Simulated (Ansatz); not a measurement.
Dissociation curves of SbH3 (SMILES [H][Sb]([H])[H])

SbH3 has 4 atoms, charge 0, and is taken as a singlet. As SMILES, `[H][Sb]([H])[H]`. Geometry: a GFN2-xTB relaxation, a rough one for these elements and not checked as a minimum.

```xyz
4

Sb   -0.0054    0.0070    0.7453
H     1.3628   -0.0310   -0.2384
H    -0.6566    1.1911   -0.2614
H    -0.7008   -1.1671   -0.2455
```

The Sb1–H3 distance is scanned; the parts on either side stay rigid. Basis STO-3G, 18 core orbitals frozen in the correlated methods; program Ansatz 0.2.0. FCI is exact within this basis and core. Energies in eV from each method's value at 1.685 Å; methods without a U are spin-restricted. The shape above is that at 1.685 Å.

| distance (Å) | PBE | CAM-B3LYP | HSE06 | B2PLYP | RPA@PBE | MP2 | CCSD(T) | FCI |
| --- | --- | --- | --- | --- | --- | --- | --- | --- |
| 1.685 | 0.00 | 0.00 | 0.00 | 0.00 | 0.00 | 0.00 | 0.00 | 0.00 |
| 2.107 | 1.01 | 1.24 | 1.15 | 1.19 | 0.98 | 1.24 | 1.01 | 1.01 |
| 2.528 | 2.67 | 3.19 | 3.01 | 3.03 | 2.61 | 3.16 | 2.47 | 2.47 |
| 3.370 | 5.06 | 6.17 | 5.71 | 5.33 | 4.54 | 5.25 | 3.64 | 3.66 |
| 4.213 | 5.93 | 7.43 | 6.73 | 5.39 | 4.67 | 4.63 | 3.75 | 3.77 |

Departure from the FCI curve at its largest: PBE +2.16 eV at 4.21 Å; CAM-B3LYP +3.67 eV at 4.21 Å; HSE06 +2.96 eV at 4.21 Å; B2PLYP +1.67 eV at 3.37 Å; RPA@PBE +0.90 eV at 4.21 Å; MP2 +1.59 eV at 3.37 Å; CCSD(T) -0.02 eV at 4.21 Å. The curve of MP2 turns over, which the reference doesn't. Restricted functionals keep the electrons paired too, and rise too high.

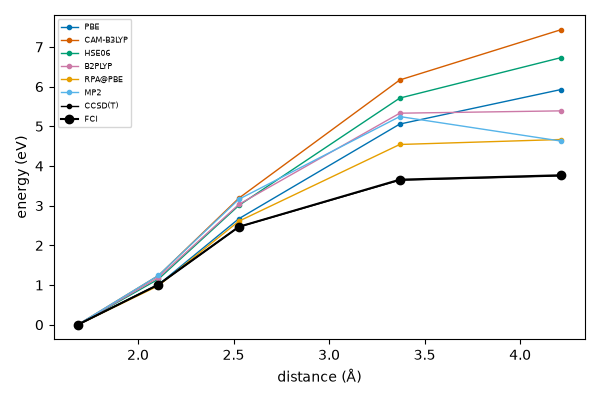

The curves of the table.
